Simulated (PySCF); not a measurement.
# Run report: C4H13GeN, geometry relaxation

The run: geometry relaxation of C4H13GeN (GeMe3(NHMe)), SMILES C[NH][Ge]([CH3])([CH3])[CH3]. Method and program: PBE0-D3(BJ)/def2-SVP geometry optimisation, gas phase (PySCF 2.14.0).

It belongs to a series of runs on one base structure; here: one ligand: Cl to NHMe.

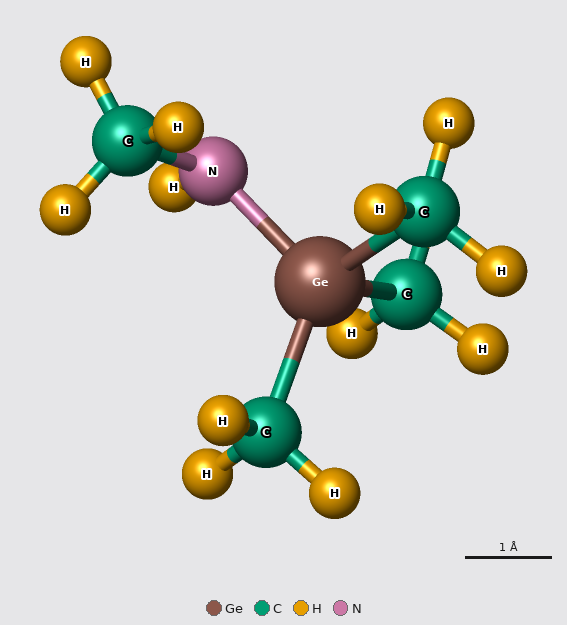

Figure 1. The structure as given in the input (ball-and-stick view, seen at a tilt). Sticks mark near contacts.

Input file:
```
{"job": {"xc": "PBE0", "basis": "def2-SVP", "d3": "d3bj", "grid": 1, "maxiter": 40, "shake": 0.03, "kind": "geom"}, "charge": 0, "multiplicity": 1}
Ge     0.070480     0.361340     0.014000
C      0.049290     0.380330     1.978380
H     -0.997400     0.284050     2.360750
H      0.599260     1.317660     2.363410
H      0.656620    -0.457520     2.313650
C      1.863630     0.418450    -0.734050
H      2.455170     1.273270    -0.399540
H      1.914860     0.408150    -1.828130
H      2.398470    -0.462830    -0.321340
C     -1.002310     2.003070    -0.642840
H     -1.014580     2.038860    -1.731790
H     -0.534400     2.932850    -0.282650
H     -2.111080     2.000490    -0.368140
N     -1.049260    -1.008210    -0.493170
C     -0.581030    -2.408120    -0.246780
H     -1.366410    -0.905780    -1.432240
H      0.242140    -2.686890    -0.915540
H     -0.236990    -2.412540     0.795980
H     -1.419230    -3.083180    -0.345360
```

The first line tells a small driver script what to run in PySCF; the rest is the geometry in Å.

Machine: 1 CPU thread, shared host.

Launch command:
```bash
OMP_NUM_THREADS=1 python <driver script> task.json out
```

What the program printed:
```
step   0  E = -2291.08593586  max force = 0.044762
step   1  E = -2291.10030666  max force = 0.015454
step   2  E = -2291.10164693  max force = 0.003325
step   3  E = -2291.10181212  max force = 0.001818
step   4  E = -2291.10186250  max force = 0.001112
step   5  E = -2291.10189536  max force = 0.000772
step   6  E = -2291.10190794  max force = 0.000330
optimisation converged
```

Trajectory as extended XYZ (Å, eV, eV/Å), 5 of the 7 frames kept, from step=0 to step=6:
```
19
Properties=species:S:1:pos:R:3:forces:R:3 step=0 energy=-62343.62381
Ge    0.0705    0.3613    0.0140   -1.9275   2.1198  -0.1765
C     0.0493    0.3803    1.9784    0.6487   1.1470   0.0318
H    -0.9974    0.2841    2.3607    0.7027   0.2108  -0.1849
H     0.5993    1.3177    2.3634   -1.0332  -1.1241  -0.4408
H     0.6566   -0.4575    2.3136    0.0884  -0.4627   0.3876
C     1.8636    0.4184   -0.7340    0.5203  -0.7059   0.4160
H     2.4552    1.2733   -0.3995   -0.1052   0.4132   0.2040
H     1.9149    0.4082   -1.8281   -0.1789  -0.1708  -0.1236
H     2.3985   -0.4628   -0.3213   -0.0289   0.0813  -0.3716
C    -1.0023    2.0031   -0.6428   -0.4628  -0.8515   0.6843
H    -1.0146    2.0389   -1.7318    0.2615  -0.0063  -0.4940
H    -0.5344    2.9329   -0.2827   -0.0808  -0.0098   0.0345
H    -2.1111    2.0005   -0.3681    1.3324  -0.1777   0.1217
N    -1.0493   -1.0082   -0.4932    0.9166  -1.4567   0.9113
C    -0.5810   -2.4081   -0.2468   -0.2028   2.3018   0.0168
H    -1.3664   -0.9058   -1.4322   -0.3700   0.1357  -0.9414
H     0.2421   -2.6869   -0.9155    0.1874  -0.4089  -0.0501
H    -0.2370   -2.4125    0.7960    0.1217  -0.4247   0.0492
H    -1.4192   -3.0832   -0.3454   -0.3897  -0.6105  -0.0743
19
Properties=species:S:1:pos:R:3:forces:R:3 step=2 energy=-62344.05133
Ge    0.0013    0.4281    0.0059   -0.1320   0.0030   0.0627
C     0.0580    0.3981    1.9560    0.1380  -0.1315  -0.0692
H    -0.9644    0.3364    2.3497   -0.0554   0.0128   0.0607
H     0.5389    1.3089    2.3348    0.0009   0.1033   0.0505
H     0.6349   -0.4612    2.3348   -0.0595   0.0216  -0.0373
C     1.8218    0.4043   -0.7177    0.0577  -0.0426   0.0576
H     2.3709    1.2988   -0.3826   -0.0133  -0.0075  -0.0333
H     1.8170    0.3888   -1.8176   -0.0122   0.0201  -0.0075
H     2.3752   -0.4792   -0.3637   -0.0163  -0.0058  -0.0111
C    -0.9591    1.9975   -0.6357    0.0887   0.0308  -0.1472
H    -0.9519    2.0380   -1.7375   -0.0084  -0.0024   0.0560
H    -0.4963    2.9232   -0.2628    0.0047  -0.0042   0.0148
H    -2.0022    1.9649   -0.2979   -0.0895   0.0044   0.0402
N    -1.0321   -1.0187   -0.5124    0.1585  -0.0382  -0.1710
C    -0.5682   -2.3632   -0.2471   -0.0978   0.0786   0.0311
H    -1.3570   -0.9306   -1.4741   -0.0328   0.0192   0.0976
H     0.2790   -2.7042   -0.8764    0.0305  -0.0264  -0.0044
H    -0.2414   -2.4431    0.8022    0.0073  -0.0235   0.0120
H    -1.3873   -3.0933   -0.3732    0.0311  -0.0117  -0.0021
19
Properties=species:S:1:pos:R:3:forces:R:3 step=3 energy=-62344.05582
Ge   -0.0069    0.4340    0.0050   -0.0290  -0.0373   0.0491
C     0.0575    0.3958    1.9549   -0.0033   0.0291   0.0042
H    -0.9639    0.3356    2.3583    0.0052   0.0035   0.0107
H     0.5359    1.3091    2.3407   -0.0058  -0.0124  -0.0009
H     0.6292   -0.4680    2.3257    0.0000  -0.0031  -0.0149
C     1.8168    0.3969   -0.7150   -0.0098   0.0193   0.0056
H     2.3691    1.2902   -0.3841    0.0187  -0.0085  -0.0147
H     1.8054    0.3848   -1.8153   -0.0002   0.0093   0.0008
H     2.3645   -0.4914   -0.3663   -0.0108  -0.0081   0.0076
C    -0.9614    2.0067   -0.6403   -0.0014   0.0002  -0.0150
H    -0.9537    2.0495   -1.7402   -0.0139  -0.0059   0.0031
H    -0.4952    2.9292   -0.2634    0.0065  -0.0058   0.0085
H    -2.0062    1.9772   -0.2976    0.0048   0.0106  -0.0105
N    -1.0218   -1.0202   -0.5222    0.0935   0.0221  -0.0877
C    -0.5600   -2.3599   -0.2453   -0.0194  -0.0450   0.0160
H    -1.3530   -0.9311   -1.4799   -0.0371  -0.0111   0.0434
H     0.2969   -2.7072   -0.8610    0.0031   0.0142   0.0027
H    -0.2442   -2.4403    0.8082   -0.0078   0.0127  -0.0022
H    -1.3718   -3.0974   -0.3777    0.0068   0.0160  -0.0057
19
Properties=species:S:1:pos:R:3:forces:R:3 step=4 energy=-62344.05719
Ge   -0.0104    0.4358    0.0062   -0.0062  -0.0200   0.0145
C     0.0558    0.3962    1.9558   -0.0478   0.0365   0.0148
H    -0.9638    0.3357    2.3651    0.0133  -0.0024  -0.0074
H     0.5338    1.3087    2.3440    0.0091  -0.0191  -0.0105
H     0.6274   -0.4695    2.3209    0.0152  -0.0076   0.0001
C     1.8143    0.3963   -0.7122   -0.0191   0.0303  -0.0051
H     2.3732    1.2862   -0.3839    0.0171  -0.0064   0.0006
H     1.8006    0.3857   -1.8127    0.0006  -0.0008   0.0022
H     2.3562   -0.4961   -0.3652   -0.0027  -0.0069   0.0052
C    -0.9633    2.0088   -0.6429   -0.0095  -0.0109   0.0223
H    -0.9560    2.0511   -1.7422   -0.0052  -0.0043  -0.0117
H    -0.4946    2.9294   -0.2642    0.0052  -0.0020  -0.0014
H    -2.0085    1.9830   -0.3003    0.0098   0.0072  -0.0101
N    -1.0136   -1.0217   -0.5293    0.0572   0.0409  -0.0315
C    -0.5551   -2.3597   -0.2457    0.0073  -0.0515   0.0115
H    -1.3533   -0.9338   -1.4830   -0.0336  -0.0076   0.0076
H     0.3079   -2.7080   -0.8529   -0.0027   0.0120   0.0051
H    -0.2484   -2.4366    0.8106   -0.0063   0.0038  -0.0013
H    -1.3649   -3.0979   -0.3835   -0.0017   0.0088  -0.0049
19
Properties=species:S:1:pos:R:3:forces:R:3 step=6 energy=-62344.05843
Ge   -0.0127    0.4378    0.0084    0.0082   0.0053  -0.0170
C     0.0497    0.3981    1.9578   -0.0157  -0.0030   0.0056
H    -0.9677    0.3362    2.3710    0.0001   0.0005  -0.0059
H     0.5311    1.3089    2.3448    0.0064  -0.0023  -0.0032
H     0.6241   -0.4681    2.3184    0.0019   0.0011   0.0051
C     1.8141    0.4042   -0.7043    0.0010   0.0054  -0.0004
H     2.3831    1.2867   -0.3735   -0.0030  -0.0005   0.0092
H     1.8007    0.3967   -1.8048    0.0011  -0.0013   0.0010
H     2.3481   -0.4948   -0.3607    0.0024  -0.0001  -0.0033
C    -0.9665    2.0071   -0.6471   -0.0087  -0.0041   0.0102
H    -0.9589    2.0436   -1.7469    0.0028  -0.0011  -0.0035
H    -0.4945    2.9276   -0.2723    0.0012   0.0020  -0.0079
H    -2.0123    1.9881   -0.3066    0.0030   0.0000   0.0022
N    -0.9980   -1.0243   -0.5388    0.0106  -0.0029   0.0155
C    -0.5487   -2.3640   -0.2480   -0.0015   0.0080  -0.0049
H    -1.3581   -0.9380   -1.4845   -0.0086   0.0013  -0.0034
H     0.3213   -2.7142   -0.8435    0.0011  -0.0017   0.0013
H    -0.2574   -2.4405    0.8126   -0.0014  -0.0033   0.0014
H    -1.3601   -3.0976   -0.3973   -0.0008  -0.0036  -0.0020
```

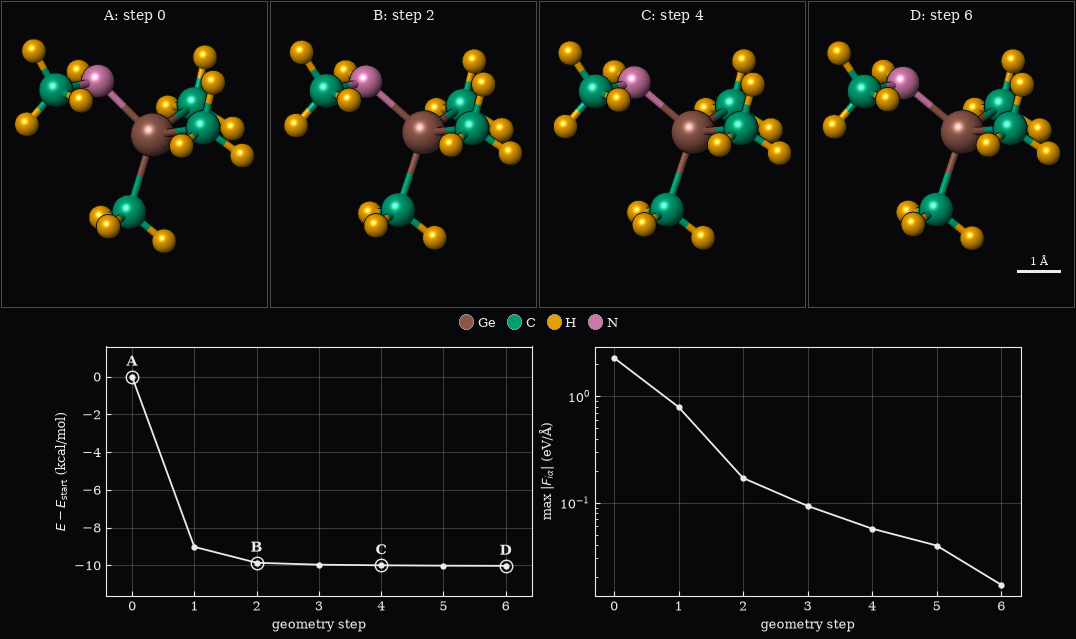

Figure 2. Frames of the relaxation (ball-and-stick view, seen at a tilt) above the curves, on which the letters mark them (steps are counted from 0).

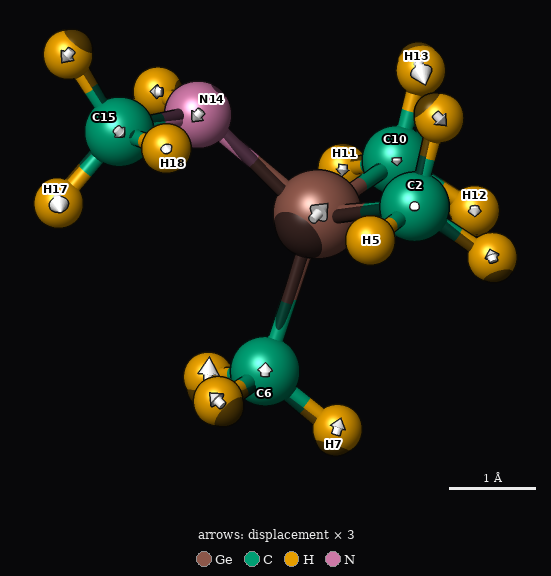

Figure 3. Start (faint) and end (solid) with the displacements as white arrows, magnified 3 times (ball-and-stick view, seen at a tilt). The two geometries are laid on each other by the best rigid fit. The energy falls by 10.0 kcal/mol in 6 geometry steps. The largest force component goes from 2.3 to 0.017 eV/Å. The largest moves after the best rigid fit, 0.12 Å, are those of H8 and H13. By element the largest moves are H 0.12 Å, Ge 0.11 Å, N 0.06 Å, C 0.06 Å. Among the contacts that change: Ge1–C10 2.068 → 1.950 Å, N14–C15 1.497 → 1.443 Å, C2–H4 1.153 → 1.100 Å, C10–H13 1.142 → 1.100 Å. Among the angles that change: C6–Ge1–N14 118.5° → 112.1°, C10–Ge1–N14 100.8° → 106.1°, H11–C10–H13 103.3° → 108.5°. (Atoms are counted from 1 in the order of the input.)

Key numbers:

| quantity | value |
| --- | --- |
| outcome | converged |
| total energy | −2291.101908 hartree |
| dipole moment | 0.66 D |
| point group | C1 |
| wall time | 98 s |
| peak memory | 0.69 GiB |
